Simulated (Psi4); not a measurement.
**r2SCAN/6-311+G(d,p) (sweep point 3) run of Si2H6 (disilane)**

Aim: the vertical electron affinity of Si2H6 (disilane) at r2SCAN/6-311+G** (sweep point 3), from 2 runs. 

The results are computed with Psi4 1.11.

4 further runs of the same task are left out: 4 set aside as unsound or not needed.

## Step 1: The system as given

Si2H6: 8 atoms, total charge 0, spin state singlet. As SMILES, `[SiH3][SiH3]`. Geometry: relaxed at PBE0-D4/def2-TZVP.

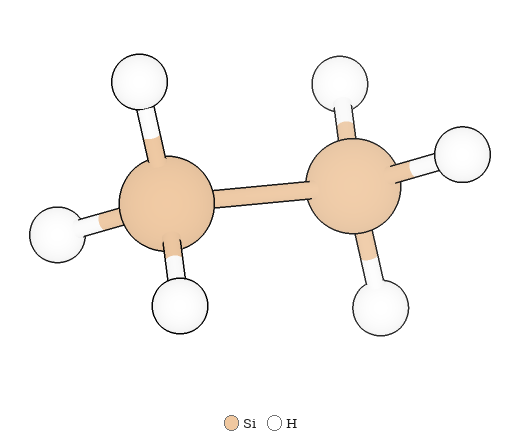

Viewed from a chosen angle; silicon light orange, hydrogen white.

## Step 2: A single-point energy at r2SCAN/6-311+G(d,p) (sweep point 3)

The input, calc.dat:

```
memory 1600 mb

molecule geom {
  0 1
  Si    -0.64345175     0.92634375    -1.89898578
  Si     0.68691545    -0.95317786     1.87271859
  H      1.57584262     1.79183831    -3.39186942
  H     -2.10307620    -0.91443847    -3.44289203
  H     -2.28278916     3.14469324    -1.35663438
  H      2.15239806     0.88552566     3.41341230
  H      2.32077265    -3.17568475     1.33036719
  H     -1.53256789    -1.81262530     3.36862579
  units au
  symmetry c1
}

set basis 6-311+G**
set reference rks
set puream true
set scf_type pk
set dft_radial_points 35
set dft_spherical_points 110

e = energy('r2scan')
```

Started as:

```bash
$ psi4 -n 1 calc.dat calc.out
```

calc.out:

```text
[...]
  Running in c1 symmetry.
[...]
  Nuclear repulsion =   90.773081169321117
[...]
  Multiplicity = 1
[...]
  Nalpha       = 17
  Nbeta        = 17
[...]
    Number of basis functions: 96
[...]
   @RKS iter   1:  -582.42493783222346   -3.89812e-01   5.17438e-03 DIIS/ADIIS
[...]
   @RKS iter   6:  -582.51947616132998   -1.54214e-07   7.77729e-07 DIIS
[...]
    Orbital Energies [Eh]
    ---------------------
    Doubly Occupied:
       1A    -65.802637     2A    -65.802632     3A     -5.196093
       4A     -5.196042     5A     -3.538418     6A     -3.537889
       7A     -3.537879     8A     -3.537835     9A     -3.537825
      10A     -3.537769    11A     -0.537784    12A     -0.475694
      13A     -0.340691    14A     -0.340588    15A     -0.316155
      16A     -0.316012    17A     -0.278288
[...]
  @RKS Final Energy:  -582.51947616132998
   => Energetics <=
    Nuclear Repulsion Energy =             90.7730811693211166
    One-Electron Energy =                -986.8377286924620648
    Two-Electron Energy =                 357.5243670122997628
    DFT Exchange-Correlation Energy =     -43.9791956504888120
    Empirical Dispersion Energy =           0.0000000000000000
    VV10 Nonlocal Energy =                  0.0000000000000000
    Total Energy =                       -582.5194761613299761
[...]
 Multipole Moments:
 ------------------------------------------------------------------------------------
     Multipole            Electronic (a.u.)      Nuclear  (a.u.)        Total (a.u.)
 ------------------------------------------------------------------------------------
 L = 1.  Multiply by 2.5417464519 to convert [e a0] to [Debye]
 Dipole X            :         -0.0001361            0.0000845           -0.0000515
 Dipole Y            :          0.0001506           -0.0000845            0.0000661
 Dipole Z            :          0.0001182           -0.0000845            0.0000337
 Magnitude           :                                                    0.0000903
[...]
```

Run time: 2.9 s. Hardware: 1 thread of Intel Xeon 6975P-C (Granite Rapids), shared host; peak memory 0.52 GiB.

## Step 3: The doublet anion

The input, h6si2.dat:

```
memory 1600 mb

molecule {
  -1 2
  Si    -0.64345175     0.92634375    -1.89898578
  Si     0.68691545    -0.95317786     1.87271859
  H      1.57584262     1.79183831    -3.39186942
  H     -2.10307620    -0.91443847    -3.44289203
  H     -2.28278916     3.14469324    -1.35663438
  H      2.15239806     0.88552566     3.41341230
  H      2.32077265    -3.17568475     1.33036719
  H     -1.53256789    -1.81262530     3.36862579
  units au
  symmetry c1
}

set basis 6-311+G**
set reference uks
set puream true
set scf_type pk
set dft_radial_points 35
set dft_spherical_points 110
set maxiter 100

energy_value, wavefunction = energy("r2scan", return_wfn=True)
print_variables()
```

Started as:

```bash
$ psi4 h6si2.dat h6si2.out -n 1
```

h6si2.out:

```text
[...]
  Running in c1 symmetry.
[...]
  Nuclear repulsion =   90.773081169321117
[...]
  Multiplicity = 2
[...]
  Nalpha       = 18
  Nbeta        = 17
[...]
    Number of basis functions: 96
[...]
   @UKS iter   1:  -582.24236339601748   -2.07237e-01   6.22032e-03 DIIS/ADIIS
[...]
   @UKS iter   9:  -582.48548491460588   -8.24633e-07   6.68815e-07 DIIS
[...]
   @S^2 Observed:                7.506542999E-01
[...]
    Orbital Energies [Eh]
    ---------------------
    Alpha Occupied:
       1A    -65.662916     2A    -65.662913     3A     -5.056793
       4A     -5.056741     5A     -3.399221     6A     -3.398628
       7A     -3.398619     8A     -3.398574     9A     -3.398565
      10A     -3.398564    11A     -0.404032    12A     -0.340909
      13A     -0.208292    14A     -0.208223    15A     -0.183288
      16A     -0.183177    17A     -0.142403    18A      0.078402
    Alpha Virtual:
      19A      0.097542    20A      0.123231    21A      0.123427
      22A      0.125032    23A      0.138675    24A      0.138796
      25A      0.145045    26A      0.145213    27A      0.162712
[...]
  @UKS Final Energy:  -582.48548491460588
   => Energetics <=
    Nuclear Repulsion Energy =             90.7730811693211166
    One-Electron Energy =                -991.4572652090048450
    Two-Electron Energy =                 362.2821170011062009
    DFT Exchange-Correlation Energy =     -44.0834178760282640
    Empirical Dispersion Energy =           0.0000000000000000
    VV10 Nonlocal Energy =                  0.0000000000000000
    Total Energy =                       -582.4854849146058768
[...]
 Multipole Moments:
 ------------------------------------------------------------------------------------
     Multipole            Electronic (a.u.)      Nuclear  (a.u.)        Total (a.u.)
 ------------------------------------------------------------------------------------
 L = 1.  Multiply by 2.5417464519 to convert [e a0] to [Debye]
 Dipole X            :         -0.0001521            0.0000845           -0.0000676
 Dipole Y            :         -0.0000893           -0.0000845           -0.0001739
 Dipole Z            :          0.0002496           -0.0000845            0.0001651
 Magnitude           :                                                    0.0002491
[...]
```

Wall time 4.2 s (1 thread of Intel Xeon 6975P-C (Granite Rapids), shared host); peak memory 0.53 GiB.

## Step 4: Results

Level: r2SCAN/6-311+G** (sweep point 3).

```
                                         quantity          value
                      singlet Si2H6: total energy  -582.51948 Eh
                     singlet Si2H6: dipole moment         0.00 D
                       singlet Si2H6: HOMO energy       -7.57 eV
                       singlet Si2H6: LUMO energy       -0.10 eV
                     singlet Si2H6: HOMO–LUMO gap        7.48 eV
                      doublet anion: total energy  -582.48548 Eh
doublet anion: HOMO energy (highest over α and β)        2.13 eV
 doublet anion: LUMO energy (lowest over α and β)        2.65 eV
                              doublet anion: ⟨S²⟩          0.751
vertical electron affinity (to the doublet anion)      -0.925 eV
```

What this shows: The anion lies 0.92 eV (21.3 kcal/mol) above the neutral: the electron isn't bound at this level, and such a value depends on the basis. The HOMO (doublet anion) lies at positive energy, 2.13 eV, as semi-local functionals often give for anions; only total energies tell whether the electron is bound.
